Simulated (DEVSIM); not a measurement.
Device: illuminated Si n-on-p cell, one wavelength, at 300 K.

```csv
layer (left to right),material,thickness (μm),Nd (cm⁻³),Na (cm⁻³),τn (s),τp (s),absorption coefficient (cm⁻¹)
1,Si,0.0830,2.7e18,-,7.5e-5,9.4e-6,280
2,Si,36.0,-,1e16,0.00015,0.00015,280
```

Left contact: ohmic, minority hole recombination velocity 700 cm/s. Right contact: ohmic, minority electron recombination velocity 3e6 cm/s. Voltage is applied to the left contact. Recombination: SRH at mid-gap, radiative, Auger. Light enters at the left, 1.3e18 photons cm⁻² s⁻¹, one pass, no reflection. Mobility is μmin + (μ − μmin)/(1 + (N/Nref)^α).

The device is made up for the run: typed textbook-type constants, with dimensions and the other settings drawn at random. Values at 300 K.

```tsv
parameter	Si
gap (eV)	1.124
affinity (eV)	4.05
permittivity	11.7
Nc (cm⁻³)	2.86e19
Nv (cm⁻³)	3.1e19
μn (cm²/Vs)	1417
μp (cm²/Vs)	470
μn,min	52
μp,min	45
Nref,n	9.7e16
Nref,p	2.2e17
αn	0.68
αp	0.72
B (cm³/s)	4.7e-15
Cn (cm⁶/s)	2.8e-31
Cp (cm⁶/s)	9.9e-32
```

DEVSIM, 1D drift-diffusion, Boltzmann statistics, complete ionisation; no tunnelling, impact ionisation, image-force lowering or self-heating.

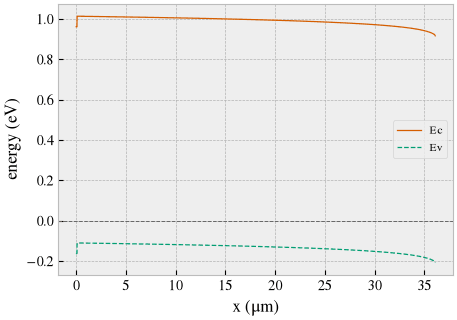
Fig. 1. Band edges at -0.9 V on the left contact, in the dark

Energies count from the Fermi level of the right contact; mesh points crowd at the junctions.

```csv
x (μm),Ec (eV),Ev (eV),n (cm⁻³),p (cm⁻³),field (V/cm)
0.000,0.961,-0.163,2.7e18,4.8e16,-1500
0.01945,0.961,-0.163,2.7e18,4.8e16,-12
0.04479,0.961,-0.163,2.7e18,4.8e16,-12
0.06882,0.961,-0.163,2.7e18,4.8e16,340
0.09365,1.010,-0.114,4.0e17,3.2e17,6700
0.1283,1.013,-0.111,3.6e17,3.7e17,≈ 0
0.1977,1.013,-0.111,3.6e17,3.7e17,≈ 0
0.4132,1.013,-0.111,3.5e17,3.6e17,≈ 0
0.7674,1.013,-0.111,3.5e17,3.6e17,≈ 0
1.476,1.012,-0.112,3.4e17,3.5e17,≈ 0
2.892,1.011,-0.113,3.3e17,3.4e17,≈ 0
7.005,1.008,-0.116,2.9e17,3.0e17,≈ 0
13.95,1.001,-0.123,2.2e17,2.3e17,-11
24.12,0.986,-0.138,1.3e17,1.4e17,-19
31.41,0.966,-0.158,5.4e16,6.4e16,-43
33.76,0.953,-0.171,3.0e16,4.0e16,-73
34.93,0.942,-0.182,1.7e16,2.7e16,-120
35.52,0.934,-0.190,9.5e15,2.0e16,-170
35.87,0.927,-0.197,4.9e15,1.5e16,-260
35.99,0.923,-0.201,3.1e15,1.3e16,-380
36.05,0.920,-0.204,2.3e15,1.2e16,-750
36.08,0.916,-0.208,1.9e15,1.0e16,-1400
```
